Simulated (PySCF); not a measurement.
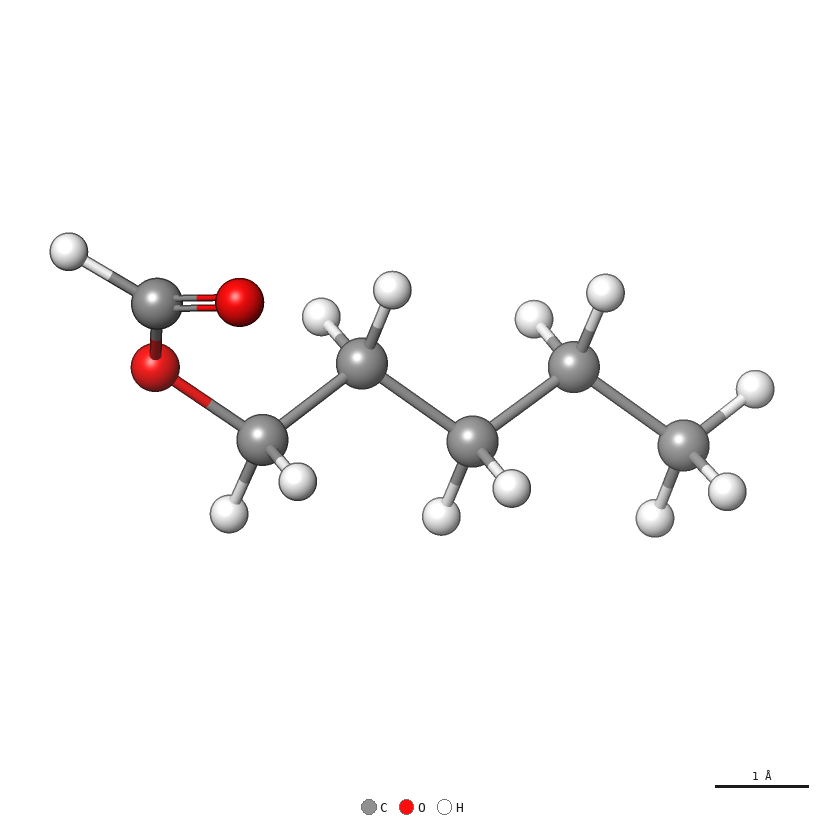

A ball-and-stick model of a molecule. Double and triple bonds are drawn as two and three sticks.

Computed geometry: PBE0-D3(BJ)/def2-SVP optimisation. No frequency run is at hand to confirm it as a minimum.

Identify the structure.

The molecule is C₆H₁₂O₂. SMILES: `CCCCCOC=O`. It has no ring. Among its groups: ester. This geometry has C1 symmetry. Coordination: 5 C tetrahedral; 1 O bent; 1 C trigonal planar.

The parts below concern this one geometry. Atoms keep their numbers from picture to picture.

### Excitation

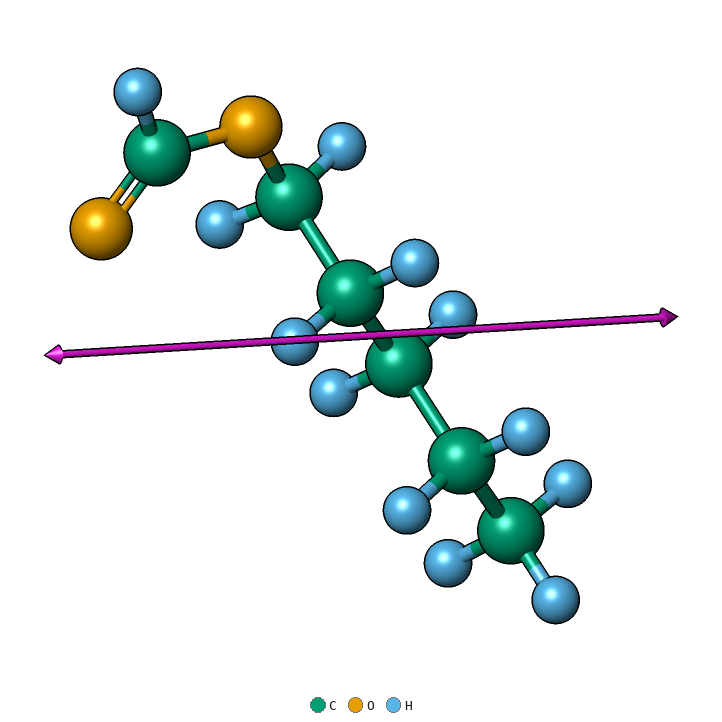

The double arrow shows the direction of the transition dipole to excited singlet state 2 (its length means nothing). No frequency run is at hand to confirm it as a minimum. Properties computed with TDDFT CAM-B3LYP/def2-SVPD, vertical, IEF-PCM cyclohexane (non-equilibrium linear response), core orbitals frozen in the response (PySCF 2.14.0).

Question: Where does the transition lie, and how strong is it?

Answer: 7.96 eV (156 nm), oscillator strength 0.15, mainly HOMO−1 → LUMO (weight 0.76); transition dipole 2.25 D.

### Polarisability

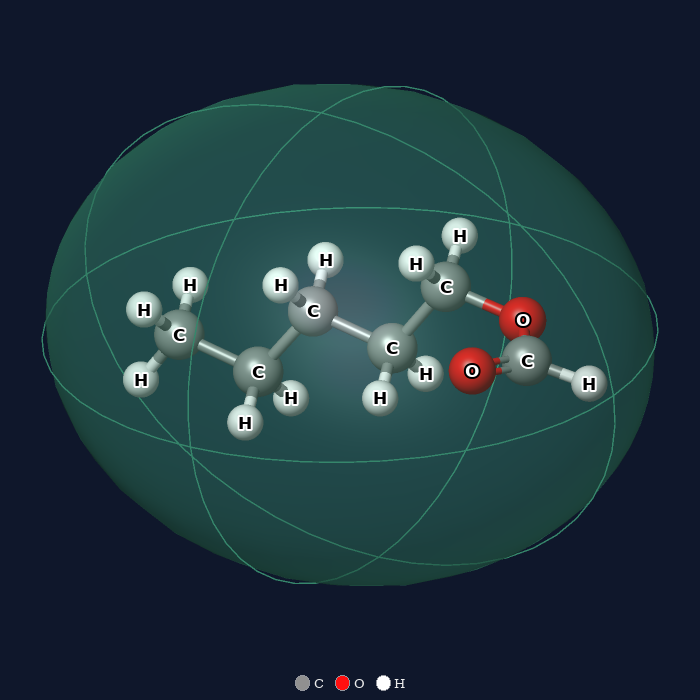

The ellipsoid shows the static dipole polarisability: its half-axes are proportional to the principal values. No frequency run is at hand to confirm it as a minimum. Level of theory: CAM-B3LYP/def2-SVPD in cyclohexane (IEF-PCM) (PySCF 2.14.0).

Question: Give the principal values, the mean and the anisotropy.

Answer: Principal values 79.3, 85.3, 105.2 bohr³; mean 89.9 bohr³ (13.33 Å³); anisotropy 23.4 bohr³, so the longest axis is 1.33 times the shortest.

### NMR shielding

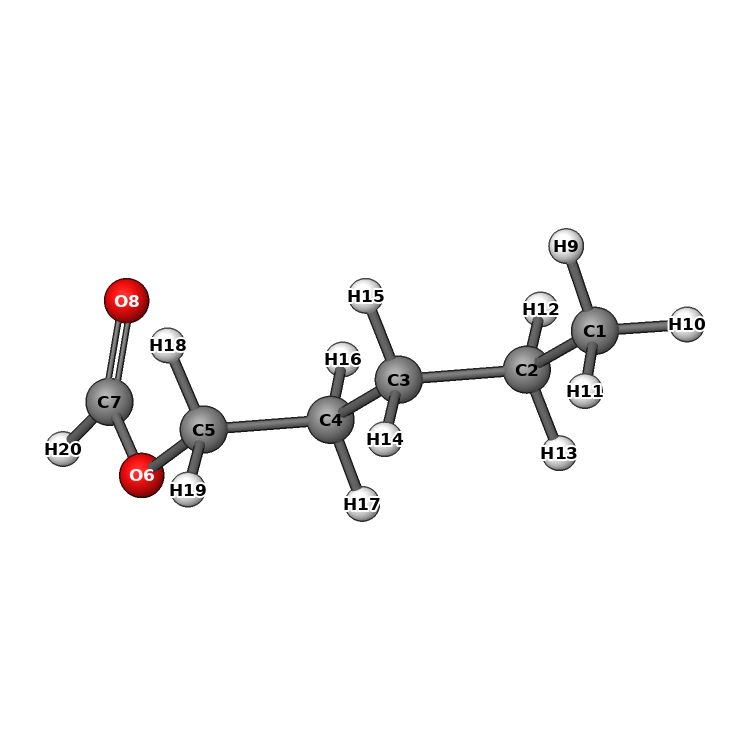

The questions are on isotropic NMR shieldings of the H atoms. No frequency run is at hand to confirm it as a minimum. Level of theory: GIAO PBE0/pcSseg-1 NMR shielding, non-relativistic, IEF-PCM chloroform (PySCF 2.14.0).

Question: Which H atom is the most shielded (lowest chemical shift)?

Answer: H11, H14 (30.34 ppm).

Question: Which H atom is the least shielded (highest chemical shift)?

Answer: H20 (23.31 ppm).

Question: How wide is the range of H shifts?

Answer: 7.03 ppm.

Give the isotropic NMR shieldings of the H atoms atom by atom.

| atom | σ (ppm) |
| --- | --- |
| H9 | 30.33 |
| H10 | 30.04 |
| H11 | 30.34 |
| H12 | 30.01 |
| H13 | 30.03 |
| H14 | 30.34 |
| H15 | 30.23 |
| H16 | 29.57 |
| H17 | 29.93 |
| H18 | 26.65 |
| H19 | 27.63 |
| H20 | 23.31 |
